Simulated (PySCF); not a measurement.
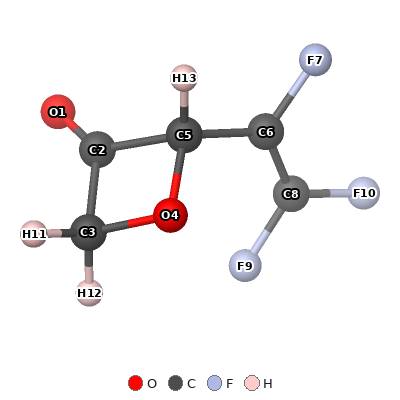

Geometry used (C₅H₃F₃O₂, SMILES O=C1CO[C@H]1C(F)=C(F)F).

Kohn-Sham orbital energies near the frontier, PBE0/def2-SVPD, PySCF, at a GFN2-xTB geometry (no frequency check), isolated molecule; empty levels in grey, levels within 0.03 eV side by side.

**Where do the frontier orbitals lie?**

HOMO at −7.65 eV, LUMO at −1.62 eV, 6.03 eV apart.

**List the levels with the atoms that carry most of them (a dash for levels above zero or within 0.03 eV of another, where shares mean little).**

```
orbital  energy (eV)              Löwdin shares
 LUMO+1        −0.61  C8 24 %, C6 21 %, C5 10 %
   LUMO        −1.62   C2 38 %, O1 32 %, C3 8 %
   HOMO        −7.65  C6 20 %, C8 20 %, O1 13 %
 HOMO−1        −8.55  O1 33 %, O4 18 %, C3 10 %
 HOMO−2        −8.76   O4 41 %, O1 10 %, C6 9 %
```

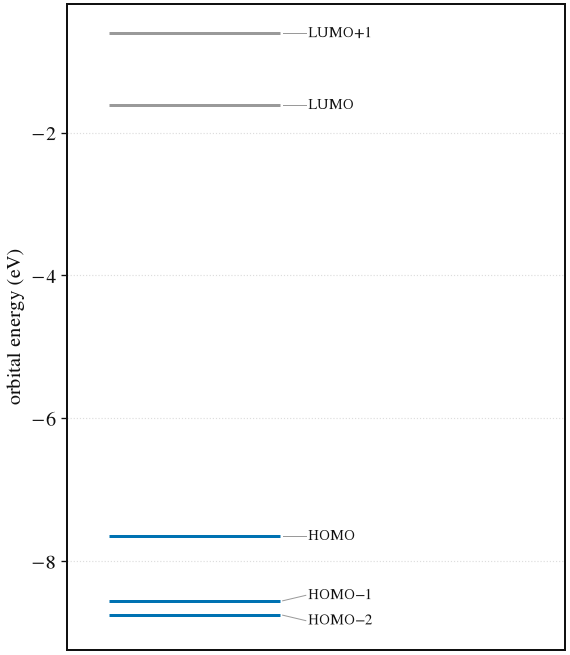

Caveats: the tight-binding geometry is rougher than a DFT one and adds to the error; one conformer of a flexible molecule; empty levels above zero depend strongly on the basis.
